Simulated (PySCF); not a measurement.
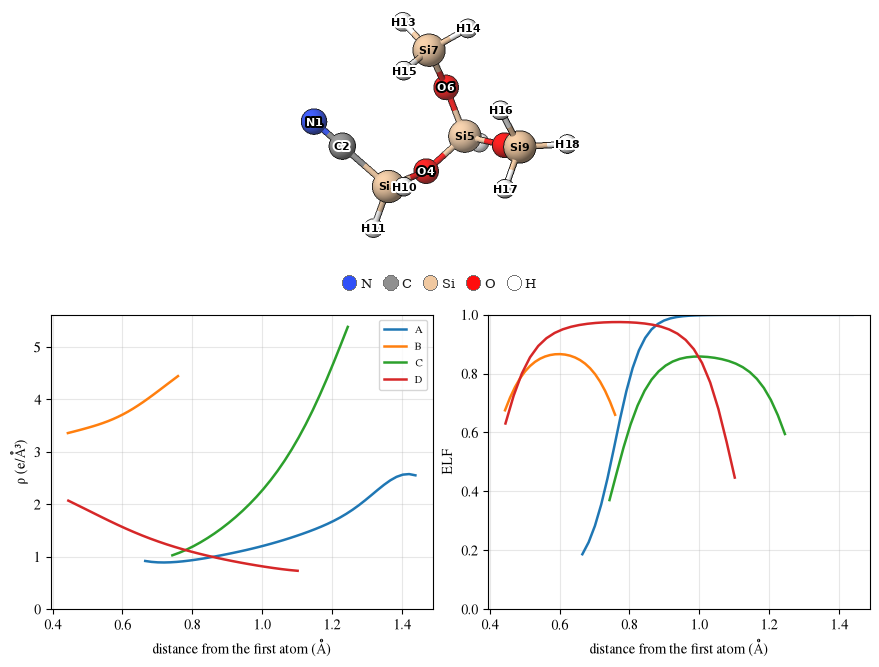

Figure. CH$_{9}$NO$_{3}$Si$_{4}$ (SMILES N#C[SiH2]O[SiH](O[SiH3])O[SiH3]). Total electron density and ELF along straight lines between neighbouring atoms. The curves leave out the atomic cores. The structure is drawn too.

Geometry: GFN2-xTB.

These are results of PySCF 2.14.0, PBE0/pcSseg-1, SCF density, gas phase, non-relativistic, not measurements.

The calculation's input:

```
{"job": {"kind": "nmr", "xc": "PBE0", "basis": "pcSseg-1"}, "charge": 0, "multiplicity": 1}
N      3.734177     0.128986    -1.084862
C      2.961875    -0.549776    -0.579661
Si     1.697418    -1.669042     0.234246
O      0.845558    -0.805158     1.295530
Si    -0.288969     0.335800     1.504148
O      0.072651     1.615195     0.602905
Si     0.185709     2.246659    -0.892769
O     -1.714894    -0.273499     1.070271
Si    -2.588550    -0.908107    -0.141967
H      0.861828    -2.194206    -0.846455
H      2.397744    -2.647295     1.059610
H     -0.318405     0.692239     2.897281
H      1.115271     3.352501    -0.698002
H     -1.158109     2.687237    -1.274150
H      0.673969     1.231746    -1.828600
H     -2.326264    -0.180650    -1.385547
H     -2.202402    -2.314791    -0.279717
H     -3.957366    -0.741522     0.336082
```

Run with:

```sh
OMP_NUM_THREADS=1 python probes_run.py task.json out
```

Q: Which curve belongs to which contact (C–N, C–Si, Si–H and Si–O)? The first atom named is at distance zero.

A: Curve A: Si–H (1.44 Å): the density is about 0.89 e/Å³ at the midpoint; the ELF climbs to about 1 towards the hydrogen, as it does in any bond to H. Curve B: C–N (1.15 Å): the density is about 3.6 e/Å³ at the midpoint; the ELF peaks at about 0.85 between the atoms; a short, multiple covalent bond. Curve C: Si–O (1.61 Å): ρ is about 1.2 e/Å³ halfway; the ELF peaks at about 0.85 between the atoms (a short, strongly polar bond). Curve D: C–Si (1.87 Å): the density is about 0.89 e/Å³ at the midpoint; the ELF peaks at about 1 between the atoms: a shared electron pair.
